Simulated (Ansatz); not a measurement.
# twin(10-11) boundary in hcp Ru: structure and resistance, part 2 of 2

Wanted: what the twin(10-11) boundary in hcp Ru costs an interconnect.

Ansatz 0.2.0; Ansatz plane-wave DFT, PBE, PAW files; relaxation of a bicrystal slab with its lowest layers held; PAW set soft_1 (the session's first sound run).

So far. Step 2 (Relaxing the bicrystal): The largest force component on a free atom ends at 0.023 eV/Å, under the tolerance of 0.03, after 6 steps.

## 3. Transmission across the boundary

This step: Ansatz plane-wave DFT, PBE, PAW files; ballistic transport by layer matching (Landauer), zero bias; boundary relaxed in a short slab, bulk layers laid on; PAW set soft_1 (Ansatz 0.2.0).

System of this step: twin(10-11) boundary in hcp Ru. The cell holds 44 atoms: 44 Ru. Its edges and angles: a = 5.065 Å, b = 2.706 Å, c = 51.665 Å, α = 90.0°, β = 90.0°, γ = 74.5°. It derives from Ru. Regions: lower grain, 18 atoms (18 Ru); boundary, 12 atoms (12 Ru); upper grain, 14 atoms (14 Ru). Vacuum lies along c.

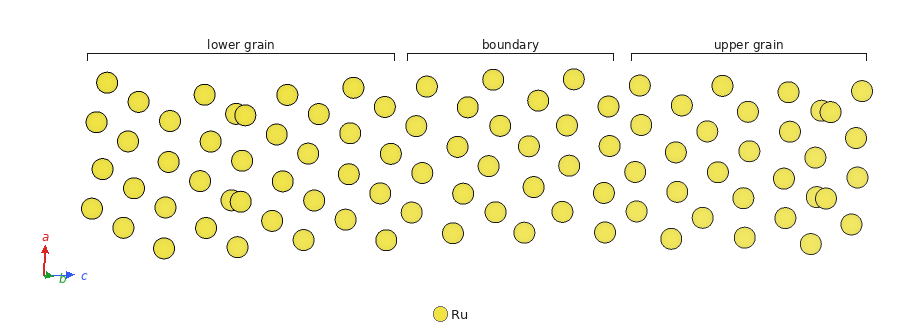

The cell of this step (ruthenium yellow). 2×1×1 cells are drawn. Some periodic images of atoms are drawn too.

input.yaml

```yaml
crystal:
  lattice:
    - [5.0651773167, 0.0, 0.0]
    - [0.7227144463, 2.6074963987, 0.0]
    - [0.0, 0.0, 51.6651608043]
  atoms:
    - { symbol: Ru, position: [3.515594724, -6.4661306952, 0.0774216113] }
    - { symbol: Ru, position: [2.9771836862, -7.1969251764, 0.0840527961] }
    - { symbol: Ru, position: [3.285128497, -5.8508975817, 0.1172087201] }
    - { symbol: Ru, position: [2.7467174592, -6.5816920629, 0.1238399049] }
    - { symbol: Ru, position: [3.05466227, -5.2356644683, 0.1569958289] }
    - { symbol: Ru, position: [2.5162512322, -5.9664589494, 0.1636270137] }
    - { symbol: Ru, position: [2.824196043, -4.6204313548, 0.1967829376] }
    - { symbol: Ru, position: [2.2857850052, -5.351225836, 0.2034141224] }
    - { symbol: Ru, position: [2.593729816, -4.0051982413, 0.2365700464] }
    - { symbol: Ru, position: [2.0553187782, -4.7359927225, 0.2432012312] }
    - { symbol: Ru, position: [2.363263589, -3.3899651278, 0.2763571551] }
    - { symbol: Ru, position: [1.8248525512, -4.120759609, 0.2829883399] }
    - { symbol: Ru, position: [2.132797362, -2.7747320143, 0.3161442639] }
    - { symbol: Ru, position: [1.5943863242, -3.5055264955, 0.3227754487] }
    - { symbol: Ru, position: [1.902331135, -2.1594989008, 0.3559313727] }
    - { symbol: Ru, position: [1.3639200972, -2.890293382, 0.3625625574] }
    - { symbol: Ru, position: [1.671864908, -1.5442657873, 0.3957184814] }
    - { symbol: Ru, position: [1.1334538702, -2.2750602685, 0.4023496662] }
    - { symbol: Ru, position: [0.441398681, 0.0709673262, 0.4355055902] }
    - { symbol: Ru, position: [0.9029876432, 0.3401728451, 0.442136775] }
    - { symbol: Ru, position: [0.2091550097, 0.6870891618, 0.4759944741] }
    - { symbol: Ru, position: [0.6710794994, 0.956126917, 0.4822081665] }
    - { symbol: Ru, position: [0.9772233753, 0.303054979, 0.5153690331] }
    - { symbol: Ru, position: [0.4475292884, 0.5679020225, 0.5230936755] }
    - { symbol: Ru, position: [0.742148811, 0.9205922612, 0.5599818573] }
    - { symbol: Ru, position: [0.2025173296, 0.1904080019, 0.5598712611] }
    - { symbol: Ru, position: [0.447408859, 0.5679622371, 0.5967966716] }
    - { symbol: Ru, position: [0.9769545706, 0.3031893813, 0.6043425784] }
    - { symbol: Ru, position: [0.6707268044, 0.9563032645, 0.637579795] }
    - { symbol: Ru, position: [0.2085171545, 0.6874080894, 0.6439262749] }
    - { symbol: Ru, position: [0.9008826875, -1.6587746771, 0.6772245513] }
    - { symbol: Ru, position: [1.4392937253, -0.927980196, 0.6838557361] }
    - { symbol: Ru, position: [1.1313489145, -2.2740077906, 0.7170116601] }
    - { symbol: Ru, position: [1.6697599523, -1.5432133094, 0.7236428449] }
    - { symbol: Ru, position: [1.3618151415, -2.8892409041, 0.7567987688] }
    - { symbol: Ru, position: [1.9002261793, -2.1584464229, 0.7634299536] }
    - { symbol: Ru, position: [1.5922813685, -3.5044740176, 0.7965858776] }
    - { symbol: Ru, position: [2.1306924063, -2.7736795364, 0.8032170624] }
    - { symbol: Ru, position: [1.8227475955, -4.1197071311, 0.8363729863] }
    - { symbol: Ru, position: [2.3611586333, -3.3889126499, 0.8430041711] }
    - { symbol: Ru, position: [2.0532138225, -4.7349402446, 0.8761600951] }
    - { symbol: Ru, position: [2.5916248603, -4.0041457634, 0.8827912799] }
    - { symbol: Ru, position: [2.2836800495, -5.3501733581, 0.9159472039] }
    - { symbol: Ru, position: [2.8220910873, -4.6193788769, 0.9225783887] }
kpoints:
  mp_grid: { grid: [10, 10, 1] }
hamiltonian:
  xc: pbe
  pseudopotentials: { kind: paw, azcp: { folder: soft_1 } }
scf:
  occupations: { method: fermi_dirac, width: 0.1 }
output:
  transmission:
    leads: [[10, 12], [34, 36]]
    kmesh: [24, 24]
    e_range: [-0.1, 0.1]
    de: 0.05
  write_potential: true
  write_density: true
  volumetric_format: npy
  elf: true
```

On the command line:

```
$ ansatz run input.yaml --threads 4 --pin off --max-ram 15360MiB --backend cpu --events-out ev --progress --plain --runs-dir out
```

Numbers of over 12 decimals in the logs are rounded to 6 here.

The log of the run:

```text
[...]
Crystal: 44 atoms, lattice volume = 682.364 Å³
Basis set: ecut = 420 eV, 13457 PW (Γ)
Bands: 423, of which v1, the nominal top of the filled ones, is band 352 counted from 1 (351 counted from 0)
Symmetry: 2 space group operations
[...]
k-points: 31 of 100 (time reversal used)
[...]
SCF iter   1: F=—  HF=-258687.081273 eV  |F-HF|=—  |Δ(HF+E_count)|=         —  Δρ=1.13e-1  dr2=2.06e2  ethr=3.10e-3  ⟨swp⟩=6.6  Hψ=46435  notcnv=0
[...]
SCF iter  12: F=-258659.324647 eV  HF=-258659.324647 eV  |F-HF|=1.80e-8  |Δ(HF+E_count)|=   8.44e-9  Δρ=1.08e-6  dr2=2.40e-8  ethr=1.42e-11  ⟨swp⟩=2.1  Hψ=23365  notcnv=0
SCF 1 converged in 12 iterations: F = -258659.324647 eV  dr2 = 2.40e-8
[...]
transmission: 976 of 9734 steps passed
transmission: 1948 of 9734 steps passed
[...]
transmission: 9734 of 9734 steps passed
WARN: The output density's exchange-correlation potential varies sharply where the density is thin. Do not read a vacuum level from v_tot or v_xc, or from such a field of the output density. On a cell that repeats whose density bears no net charge and no dipole along the vacuum's axis use v_es (v_loc + v_h of the components); under efield.dipole_correction with no amplitude use v_es + v_field, which holds any externa [...]
SCF converged after 12 iterations
Free energy (F): -258659.324647 eV
[...]
Internal energy: -258657.922756 eV  (E = F + TS)
E sigma→0 (E₀):  -258658.623701 eV
Entropy (-TS):   -1.401891 eV (-31.861 meV/atom)
Fermi energy:    19.836561 eV
[...]
--- Band table (eV; the first three rows and the last of 31) ---
  k-point 0: bands = [... 348 lower, 19.2915, 19.3147, 19.3608, 19.3736, 19.3981, 19.4018, 19.4450, 19.4589, ... 67 higher]
  k-point 1: bands = [... 348 lower, 19.1386, 19.1566, 19.1723, 19.1985, 19.2379, 19.2461, 19.2841, 19.2915, ... 67 higher]
  k-point 2: bands = [... 348 lower, 18.9391, 18.9762, 18.9969, 19.0181, 19.0774, 19.1140, 19.1278, 19.1463, ... 67 higher]
  k-point 30: bands = [... 348 lower, 19.6387, 19.6479, 19.6495, 19.7283, 19.7716, 19.7732, 19.7830, 19.8035, ... 67 higher]
--- Transmission ---
  basis      : 117 plane waves across, 62 finite elements along
  points     : 157, standing for a mesh of 24 x 24
  energies   : 5 from -0.100000 to 0.100000 eV about the Fermi level, 0.050000 eV apart; the leads are filled to 0.000000 eV, and channels, transmission and decay are at 0.000000 eV
  crystal 0  : Ru2, at the sites [10, 12], period 2.0556 Å, over 20.56 Å; its Hamiltonian steps by up to 2.5 meV
    offset         : up to 0.0000 Å between an atom of the period and one for which it stands
    channels       : 2.791667e0 a spin
    conductance    : none, the energies end too early or step too widely for 300 K: set another output.transmission.e_range or a lower de, or, where they end at an eighth of basis.ecutwfc, a higher one
[...]
channels       : 2.791667e0 a spin
[...]
junction   : crystal 0 to crystal 1, 14.45 to 39.27 Å
    transmission   : 1.907571e0 a spin
[...]
```

Elapsed: 16 min, on 4 threads of Arm Neoverse V2, shared host; peak memory 11 GiB; 61 min of CPU time.

In the SCF lines HF is the Harris–Foulkes energy and dr2 the Hartree energy of the density residual, in eV; the loop may stop once dr2 is under the threshold and the program's other checks hold. Hψ counts applications of the Hamiltonian.

This step gave:

| Quantity | Value |
| --- | --- |
| free energy | -258659.3246 eV |
| energy at zero smearing | -258658.6237 eV |
| Fermi energy | 19.84 eV |
| cell area | 13.21 Å² |
| transmission per spin nearest the Fermi level | 1.908 |
| open channels per spin nearest the Fermi level | 2.792 |
| open channels per spin, upper lead | 2.792 |
| step of the lead's potential | 2.5 meV |
| step of the upper lead's potential | 13.3 meV |

Per spin. The transmission, zone mean by energy, zero at the Fermi level:

```csv
energy (eV),"transmission, zone mean"
-0.1000,1.90
-0.0500,1.89
0.0000,1.91
0.0500,1.89
0.1000,1.91
```

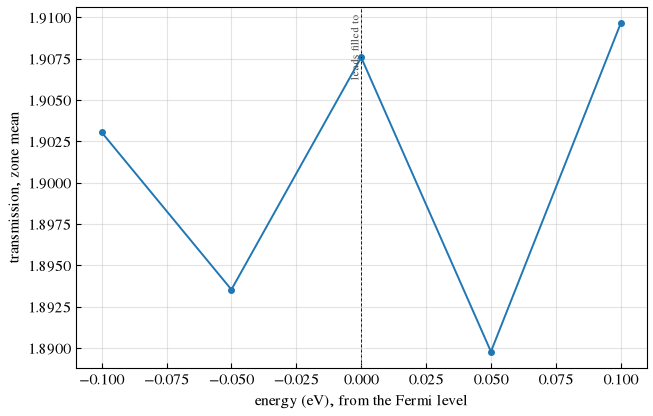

Transmission, zone mean, plotted against energy.

Per spin. Table of open channels, zone mean by energy, zero at the Fermi level:

```csv
energy (eV),lead,upper lead
-0.1000,2.75,2.75
-0.0500,2.78,2.78
0.0000,2.79,2.79
0.0500,2.79,2.79
0.1000,2.76,2.76
```

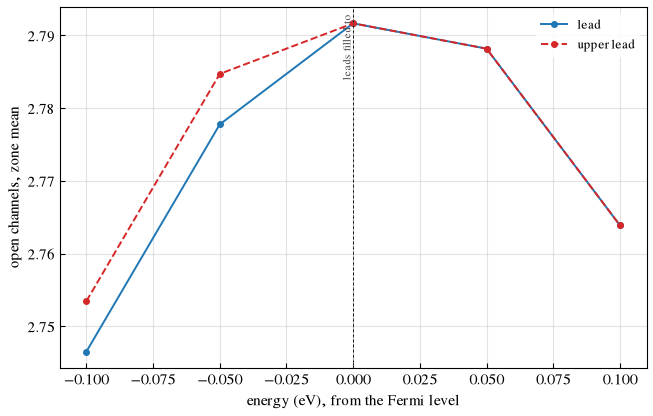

Open channels, zone mean against energy.

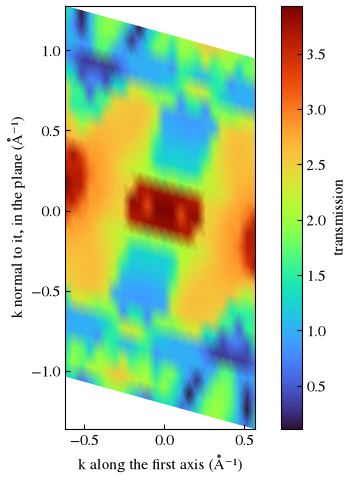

Transmission over k1 and k2. At 0.0000 eV from the Fermi level.

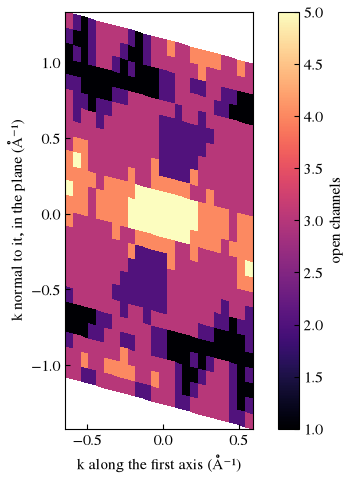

Open channels over k1 and k2. At 0.0000 eV from the Fermi level.

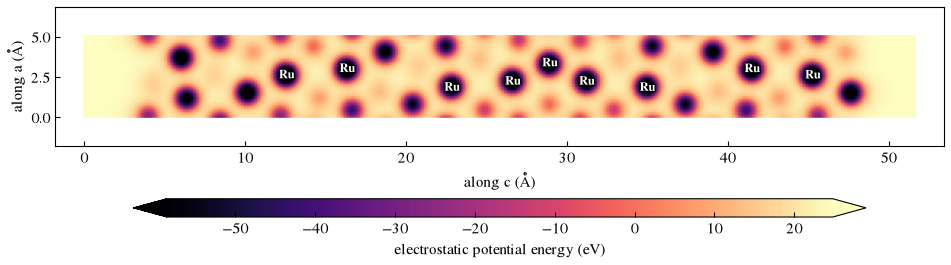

Electrostatic potential energy in the ca plane at fractional y = 0.265, with atoms of Ru within 0.2 Å of it. With pseudopotentials it is smooth inside the atoms' cores, unlike the true potential. The map starts off the cell's origin, so that atoms lie inside it.

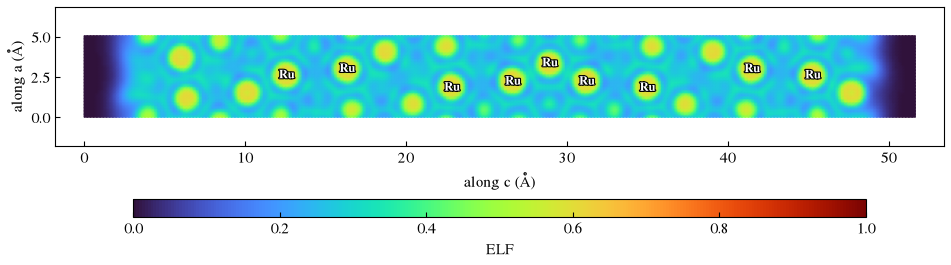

ELF in the ca plane at fractional y = 0.265, with atoms of Ru within 0.2 Å of it. It is the smooth field of the valence electrons, not physical close to the nuclei. The map starts off the cell's origin, so that atoms lie inside it.

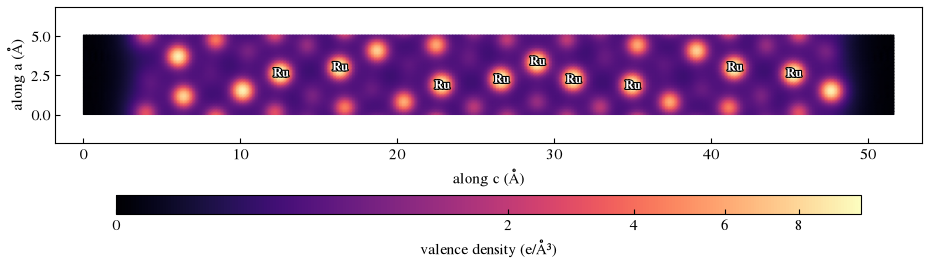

Valence density in the ca plane at fractional y = 0.265, with atoms of Ru within 0.2 Å of it. It is the smooth field of the valence electrons, not physical close to the nuclei. The map starts off the cell's origin, so that atoms lie inside it. The colour scale is stretched toward low values.

Over the solved energies the transmission per spin lies between 1.89 and 1.91, out of 2.77 channels of the lead on average (up to 2.79).

## 4. Specific resistance

This step: Ansatz plane-wave DFT, PBE, PAW files; ballistic transport by layer matching (Landauer), zero bias; specific resistance of the boundary; PAW set soft_1 (Ansatz 0.2.0).

Numbers from this step:

* area resistance: 0.2826 fΩ m²
* T over the leads' mean channel count: 0.6849

Averaged over the energies near the Fermi level, 68.5 % of the channels pass, which makes 0.283 fΩ m².

By hand, with T and the leads' channels N averaged over the energies near the Fermi level: RA = A (h/2e²)(1/T − ½[1/N₁ + 1/N₂]) = 13.21×10⁻²⁰ m² × 12 906 Ω × (1/1.901 − ½[1/2.774 + 1/2.776]) = 0.283 fΩ m².

## 5. Outcome

| Property | Result |
| --- | --- |
| specific resistance of the boundary | 0.283 fΩ m² |
| share of channels that pass | 0.685 |

**Reading.** The boundary has a specific resistance of 0.28 fΩ m². The boundary reflects 32 % of the channels; 0.28 fΩ m² is 2.8×10⁻¹² Ω·cm². One starting structure was relaxed; another shift or atom count at the boundary may lie lower.

[Logs are printed without paths, hosts, clocks, repeated set-up lines and the standing remarks that a program may print on its own settings, such as how far it seeks lower states.]

[Hosts, paths, dates, database ids (printed as entryN), source tags and the programs' standing remarks are cut or masked in the printed files.]
